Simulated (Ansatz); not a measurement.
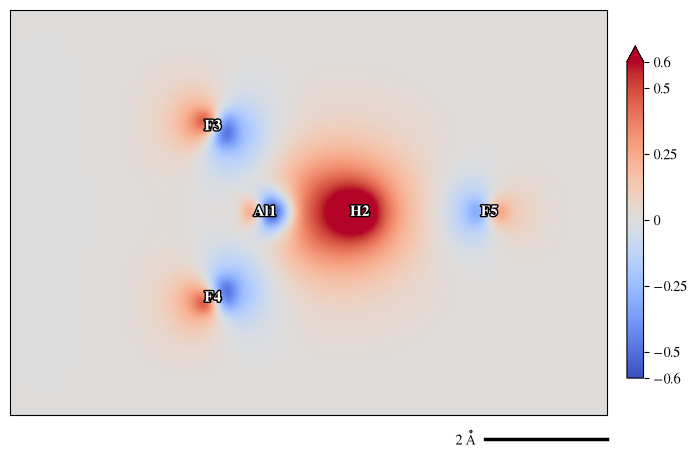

AlF2H···F (doublet). The HOMO (α) on the molecular plane (values in Å⁻³ᐟ²; the overall sign is arbitrary).

Level of theory: UHF/def2-SVP in Ansatz.

```json
{"atom": "Al", "x (Å)": "0.0000", "y (Å)": "0.0000", "z (Å)": "-0.0793"}
{"atom": "H", "x (Å)": "0.0000", "y (Å)": "0.0000", "z (Å)": "1.4775"}
{"atom": "F", "x (Å)": "1.4053", "y (Å)": "0.0000", "z (Å)": "-0.9270"}
{"atom": "F", "x (Å)": "-1.4053", "y (Å)": "0.0000", "z (Å)": "-0.9270"}
{"atom": "F", "x (Å)": "0.0000", "y (Å)": "0.0000", "z (Å)": "3.6058"}
```

Question: Where does this orbital lie, and at what energy?

Answer: It lies mainly on H2 (about 50 %) and Al1 (about 40 %); it is symmetric in the molecular plane (an in-plane orbital: σ, lone-pair or in-plane π type). Its energy is −13.73 eV.
